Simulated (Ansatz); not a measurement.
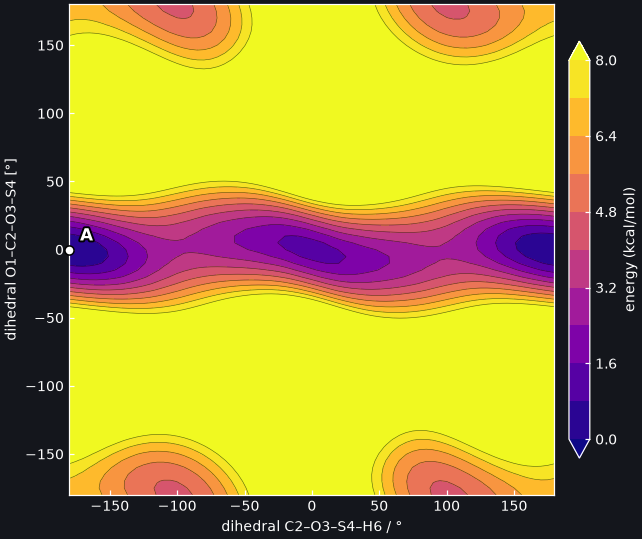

CH₂O₂S, SMILES O=COS. Coordinates scanned: (1) dihedral C2–O3–S4–H6; (2) dihedral O1–C2–O3–S4. Nothing is relaxed (all other coordinates rigid). The scan uses an 18 × 18 grid; 164 points were computed and 160 follow by symmetry. All energies are given in kcal/mol relative to the lowest grid point. Level of theory: RKS PBE0-D4/def2-TZVP in Ansatz 0.2.0.

The picture shows filled contours, one colour for all values above the top of the scale, the point A. Between grid points the surface is interpolated.

### Find the lowest pass out of the well at A.

The easiest path leads from the well at dihedral C2–O3–S4–H6 = −180°, dihedral O1–C2–O3–S4 = 0° to the well at dihedral C2–O3–S4–H6 = 0°, dihedral O1–C2–O3–S4 = 0°, about 1.2 kcal/mol higher. Its highest point lies about 3.1 kcal/mol above the bottom of the first well on the interpolated surface, at about dihedral C2–O3–S4–H6 = 95°, dihedral O1–C2–O3–S4 = −5°. Seen from the upper well the barrier is about 1.9 kcal/mol. The start is the relaxed structure and all else is held, so a fully relaxed path at this level can only be lower.

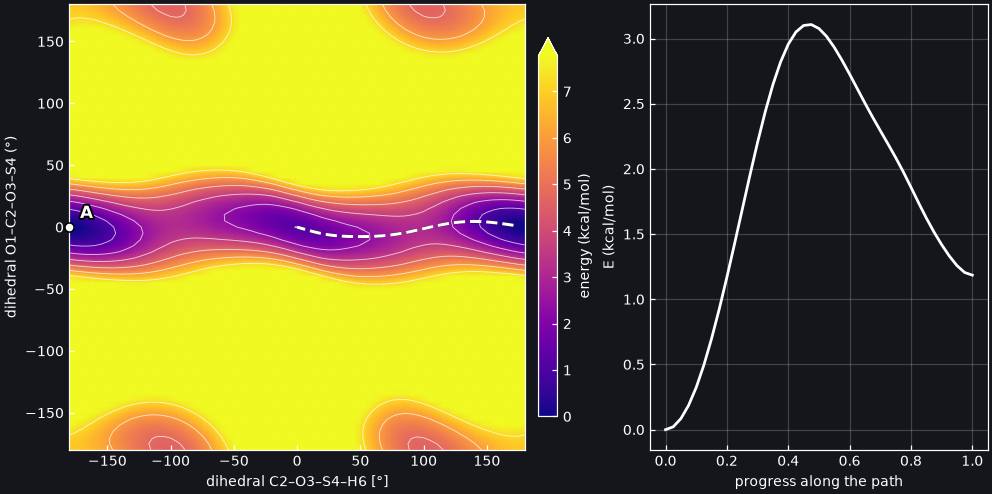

In the figure: a smooth colour map with a few white contour lines, a line along the lowest path, one colour for all values above the top of the scale, the energy along the path at the right. Between grid points the surface is interpolated.
